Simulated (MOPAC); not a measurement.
Geometry relaxation, with input and output: C2H4GaNO (part 2 of 2)

The same run, continued: C2H4GaNO; PM6-D3H4, closed shell, dispersion D3H4 (MOPAC 23.2.5). The atoms were displaced at random from an optimised geometry.

Geometry of the input (Å):
```
C  -1.4482  -0.8464  0.1021
Ga 0.4248  -0.7052  -0.4198
N  1.2299  0.8937  -0.0339
C  1.7027  1.9607  0.2504
O  2.1633  2.9898  0.5204
H  -2.0541  -0.1160  -0.4366
H  -1.5338  -0.5961  1.1759
H  -1.8943  -1.8256  -0.0428
H  1.3609  -1.7319  -1.1383
```

**Output, continued**
```
     1       C         -1.29391190  *  -0.50574263  *   0.23616102  *
     2      Ga          0.49280187  *  -0.77564838  *  -0.49590992  *
     3       N          1.58255620  *   0.69411644  *  -0.25060115  *
     4       C          1.51015741  *   1.80815827  *   0.25097409  *
     5       O          1.64394272  *   2.90056536  *   0.67121877  *
     6       H         -1.84117110  *   0.26138583  *  -0.36829464  *
     7       H         -1.23999303  *  -0.14223239  *   1.29217216  *
     8       H         -1.87292654  *  -1.46076887  *   0.21297941  *
     9       H          1.15421262  *  -1.89174563  *  -1.20374050  *

                             CARTESIAN COORDINATES

   1    C       -1.293911899    -0.505742629     0.236161025
   2   Ga        0.492801867    -0.775648376    -0.495909923
   3    N        1.582556198     0.694116439    -0.250601146
   4    C        1.510157412     1.808158270     0.250974094
   5    O        1.643942716     2.900565359     0.671218766
   6    H       -1.841171104     0.261385826    -0.368294642
   7    H       -1.239993031    -0.142232394     1.292172160
   8    H       -1.872926536    -1.460768867     0.212979407
   9    H        1.154212624    -1.891745630    -1.203740496

           Empirical Formula: C2 H4 N O Ga  =     9 atoms

      MOLECULAR POINT GROUP   :   C1

                  EIGENVALUES
 -33.10244 -31.96194 -24.89651 -20.71629 -17.62978 -16.24168 -16.21801 -14.87141
 -14.21858 -13.86270 -12.59062 -10.94542 -10.68040  -0.65024   0.27253   1.38946
   1.66828   2.08240   3.80018   4.22805   5.13040   5.19358   5.33315   6.02835

              NET ATOMIC CHARGES AND DIPOLE CONTRIBUTIONS

  ATOM NO.   TYPE          CHARGE      No. of ELECS.   s-Pop       p-Pop
    1          C          -0.554461        4.5545     1.09288     3.46158
    2         Ga           0.217674        2.7823     1.24736     1.53496
    3          N          -0.523693        5.5237     1.63104     3.89265
    4          C           0.548545        3.4515     1.06713     2.38432
    5          O          -0.365593        6.3656     1.84677     4.51882
    6          H           0.179568        0.8204     0.82043
    7          H           0.177608        0.8224     0.82239
    8          H           0.176660        0.8233     0.82334
    9          H           0.143693        0.8563     0.85631
 DIPOLE           X         Y         Z       TOTAL
 POINT-CHG.    -2.366    -3.980    -0.900     4.717
 HYBRID        -0.016     1.141     0.487     1.241
 SUM           -2.381    -2.839    -0.413     3.729

          ATOMIC ORBITAL ELECTRON POPULATIONS

     Atom    s        px        py        pz
    1  C   1.09288   1.11421   1.18177   1.16560
    2 Ga   1.24736   0.62850   0.59392   0.31255
    3  N   1.63104   1.37657   1.12820   1.38788
    4  C   1.06713   0.77883   0.82745   0.77804
    5  O   1.84677   1.63638   1.28578   1.59667
    6  H   0.82043
    7  H   0.82239
    8  H   0.82334
    9  H   0.85631

 *                    *
 * JOB ENDED NORMALLY *
 *                    *

 TOTAL JOB TIME:             0.20 SECONDS

 == MOPAC DONE ==
```

**Trajectory as extended XYZ (Å, eV, eV/Å), 11 of the 54 frames kept, from step=0 to step=53**
```
9
Properties=species:S:1:pos:R:3:forces:R:3 step=0 energy=-0.72839
C    -1.4482   -0.8464    0.1021    0.5054   0.4670   0.3910
Ga    0.4248   -0.7052   -0.4198    0.9109  -1.1743  -0.8626
N     1.2299    0.8937   -0.0339   -0.1694  -0.4881  -0.1371
C     1.7027    1.9607    0.2504   -1.0081  -1.8086  -0.4119
O     2.1633    2.9898    0.5204    1.0000   2.0773   0.5248
H    -2.0541   -0.1160   -0.4366   -0.3690   0.6055  -0.5390
H    -1.5338   -0.5961    1.1759    0.0064   0.1153   0.5726
H    -1.8943   -1.8256   -0.0428   -0.0245  -0.8760  -0.2738
H     1.3609   -1.7319   -1.1383   -0.8517   1.0819   0.7362
9
Properties=species:S:1:pos:R:3:forces:R:3 step=5 energy=-0.87657
C    -1.4414   -0.8235    0.1208    0.0127  -0.0292  -0.2821
Ga    0.4313   -0.7228   -0.4328   -0.2130  -0.0738   0.0512
N     1.2248    0.8820   -0.0403    0.1103   0.1278   0.0237
C     1.6846    1.9545    0.2558   -0.0649   0.0565   0.0102
O     2.1680    3.0045    0.5255   -0.1466  -0.3310  -0.0695
H    -2.0587   -0.0877   -0.4568    0.0708   0.0662   0.0096
H    -1.5337   -0.5845    1.1985   -0.0090   0.0875   0.2661
H    -1.8818   -1.8399   -0.0590    0.2124   0.0516  -0.0081
H     1.3389   -1.6839   -1.0962    0.0274   0.0444  -0.0012
9
Properties=species:S:1:pos:R:3:forces:R:3 step=11 energy=-0.89185
C    -1.4336   -0.7945    0.1265    0.0816  -0.0822   0.0613
Ga    0.4291   -0.7300   -0.4286    0.0570   0.0355  -0.0162
N     1.2501    0.8688   -0.0811    0.0574  -0.0126  -0.0308
C     1.6573    1.9494    0.2560   -0.0333  -0.0833  -0.0076
O     2.1433    2.9889    0.5415   -0.0413   0.0707   0.0348
H    -2.0358   -0.0476   -0.4460   -0.0256   0.0129  -0.0154
H    -1.5344   -0.5619    1.2173    0.0136   0.0279  -0.0292
H    -1.8307   -1.8235   -0.0605   -0.0804   0.0504  -0.0017
H     1.3550   -1.6743   -1.0916   -0.0291  -0.0193   0.0047
9
Properties=species:S:1:pos:R:3:forces:R:3 step=16 energy=-0.92018
C    -1.4073   -0.7221    0.1739   -0.2032   0.1881  -0.2154
Ga    0.4502   -0.7393   -0.4233    0.0143  -0.0775   0.0483
N     1.3878    0.8386   -0.2926    0.1069   0.4449   0.2760
C     1.6094    1.9096    0.2450    0.0348   0.0446  -0.0666
O     1.9965    2.9539    0.6533   -0.2470  -0.5066  -0.1701
H    -1.9985    0.0246   -0.4265    0.1304  -0.0016  -0.0110
H    -1.5307   -0.4332    1.2436    0.1925  -0.0257   0.0804
H    -1.8810   -1.7218    0.0136    0.1101  -0.0638   0.0416
H     1.3346   -1.7602   -1.0386   -0.1389  -0.0024   0.0167
9
Properties=species:S:1:pos:R:3:forces:R:3 step=21 energy=-0.94729
C    -1.3908   -0.6683    0.1816    0.1107  -0.0561   0.0420
Ga    0.4594   -0.7399   -0.4262    0.1030  -0.0692  -0.1155
N     1.4458    0.8124   -0.3289   -0.0229   0.1004   0.0982
C     1.5829    1.8880    0.2278    0.0450   0.0572   0.1107
O     1.9105    2.9270    0.6858   -0.1237  -0.1625  -0.1312
H    -1.9575    0.0787   -0.4259   -0.0446   0.0297   0.0277
H    -1.4505   -0.3829    1.2604   -0.0013   0.0761  -0.0097
H    -1.8614   -1.6773    0.0618   -0.0121   0.0532  -0.0301
H     1.2787   -1.8096   -1.0408   -0.0540  -0.0288   0.0078
9
Properties=species:S:1:pos:R:3:forces:R:3 step=26 energy=-0.97675
C    -1.3159   -0.5400    0.2200   -0.0373  -0.0148  -0.0031
Ga    0.4904   -0.7626   -0.4803   -0.0717   0.0018   0.0767
N     1.5535    0.7340   -0.3032   -0.0088  -0.0788  -0.0039
C     1.5237    1.8285    0.2418    0.0118  -0.0205  -0.0202
O     1.7063    2.9002    0.6947   -0.0238   0.0465   0.0090
H    -1.8923    0.2222   -0.3617    0.0601   0.0041  -0.0341
H    -1.2936   -0.2070    1.2866    0.0266  -0.0008   0.0178
H    -1.8534   -1.5188    0.1558   -0.0348   0.0268   0.0253
H     1.1479   -1.9369   -1.0875    0.0779   0.0357  -0.0674
9
Properties=species:S:1:pos:R:3:forces:R:3 step=32 energy=-0.98665
C    -1.2944   -0.5070    0.2361    0.0003  -0.0062   0.0053
Ga    0.4932   -0.7755   -0.4951   -0.0235   0.0156   0.0080
N     1.5822    0.6947   -0.2510    0.0111   0.0255   0.0117
C     1.5121    1.8089    0.2512   -0.0169  -0.0248  -0.0101
O     1.6446    2.9016    0.6712    0.0077  -0.0080  -0.0030
H    -1.8413    0.2590   -0.3696   -0.0047   0.0049  -0.0079
H    -1.2450   -0.1423    1.2919    0.0086  -0.0048  -0.0017
H    -1.8717   -1.4633    0.2118    0.0015   0.0056   0.0019
H     1.1478   -1.8921   -1.2070    0.0159  -0.0079  -0.0042
9
Properties=species:S:1:pos:R:3:forces:R:3 step=37 energy=-0.98673
C    -1.2939   -0.5061    0.2365   -0.0002   0.0004  -0.0003
Ga    0.4927   -0.7750   -0.4961   -0.0011  -0.0012   0.0031
N     1.5842    0.6932   -0.2488   -0.0048  -0.0087  -0.0038
C     1.5101    1.8078    0.2513    0.0058   0.0125   0.0049
O     1.6435    2.9009    0.6701   -0.0027  -0.0045  -0.0012
H    -1.8408    0.2598   -0.3695   -0.0050   0.0023   0.0003
H    -1.2417   -0.1416    1.2922    0.0035   0.0008  -0.0004
H    -1.8720   -1.4617    0.2141   -0.0002  -0.0001  -0.0012
H     1.1508   -1.8910   -1.2068    0.0047  -0.0016  -0.0014
9
Properties=species:S:1:pos:R:3:forces:R:3 step=42 energy=-0.98674
C    -1.2944   -0.5066    0.2361    0.0006  -0.0003   0.0006
Ga    0.4925   -0.7752   -0.4961   -0.0008   0.0001   0.0005
N     1.5832    0.6936   -0.2487   -0.0017   0.0008  -0.0003
C     1.5107    1.8083    0.2513    0.0012   0.0011   0.0003
O     1.6447    2.9013    0.6701   -0.0008  -0.0021  -0.0003
H    -1.8426    0.2597   -0.3685    0.0005   0.0006  -0.0003
H    -1.2409   -0.1428    1.2920    0.0004  -0.0001  -0.0003
H    -1.8723   -1.4623    0.2132   -0.0001   0.0003  -0.0002
H     1.1534   -1.8906   -1.2055    0.0007  -0.0004   0.0001
9
Properties=species:S:1:pos:R:3:forces:R:3 step=48 energy=-0.98673
C    -1.2931   -0.5041    0.2361   -0.0019   0.0000  -0.0008
Ga    0.4935   -0.7764   -0.4950    0.0010   0.0001  -0.0038
N     1.5815    0.6957   -0.2560    0.0036  -0.0019   0.0014
C     1.5094    1.8078    0.2499   -0.0034  -0.0038   0.0004
O     1.6425    2.8986    0.6743    0.0022   0.0069  -0.0002
H    -1.8390    0.2644   -0.3681    0.0015  -0.0015   0.0009
H    -1.2391   -0.1412    1.2923   -0.0006  -0.0004   0.0011
H    -1.8735   -1.4582    0.2121   -0.0017  -0.0002   0.0005
H     1.1555   -1.8945   -1.1992   -0.0008   0.0009   0.0005
9
Properties=species:S:1:pos:R:3:forces:R:3 step=53 energy=-0.98675
C    -1.2939   -0.5057    0.2362    0.0000   0.0000  -0.0001
Ga    0.4928   -0.7756   -0.4959    0.0001   0.0000   0.0002
N     1.5826    0.6941   -0.2506    0.0000   0.0001   0.0000
C     1.5102    1.8082    0.2510    0.0003   0.0001   0.0000
O     1.6439    2.9006    0.6712   -0.0002  -0.0001  -0.0002
H    -1.8412    0.2614   -0.3683    0.0001   0.0002   0.0001
H    -1.2400   -0.1422    1.2922   -0.0001  -0.0003   0.0001
H    -1.8729   -1.4608    0.2130   -0.0001   0.0000  -0.0001
H     1.1542   -1.8917   -1.2037    0.0000   0.0000   0.0000
```

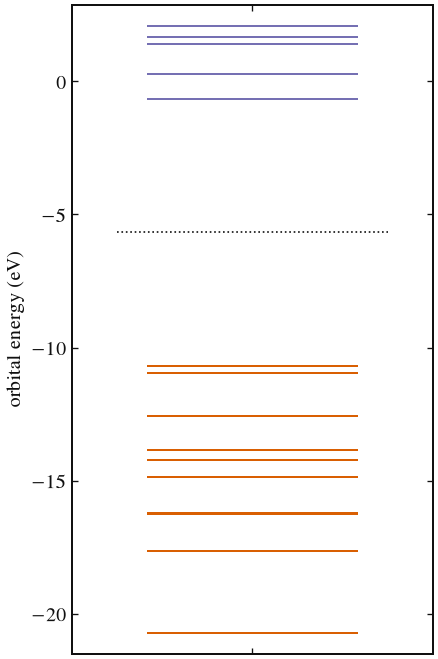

**Figure 1.** Orbital energies near the frontier; the dotted line parts filled from empty levels, and levels within 0.02 eV of each other stand side by side. Highest filled −10.68 eV, lowest empty −0.65 eV, 10.03 eV apart.

**Summary**

- outcome: converged
- total energy: −30.501900 hartree
- dispersion energy: −0.000998 hartree
- heat of formation: −22.75 kcal/mol
- basis functions: 24
- largest force: 0.000 eV/Å
- HOMO: −10.68 eV
- LUMO: −0.65 eV
- dipole moment: 3.73 D
- hardware: 1 thread of Intel Xeon (Sapphire Rapids), 64 GiB of memory available, shared host
- peak memory: 0.085 GiB

**Remarks**

MOPAC's energies along a path are heats of formation.
